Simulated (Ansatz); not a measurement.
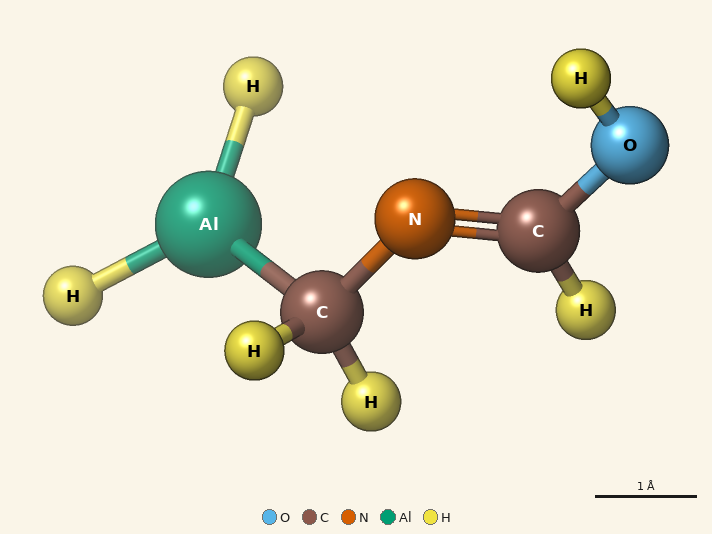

Depth is shown by fading: the farther an atom, the more it takes the colour of the background. The geometry was computed by an optimisation with PBE0-D4/def2-TZVP. No frequency run is at hand to confirm it as a minimum. Masses are those of the most abundant isotopes; constants are for the rigid equilibrium geometry.

Classify the rotor and give the rotational constants (MHz).

Answer. An asymmetric top (C1): A = 13724, B = 1621, C = 1525 MHz. Ray's parameter κ is −0.98, close to the prolate limit.
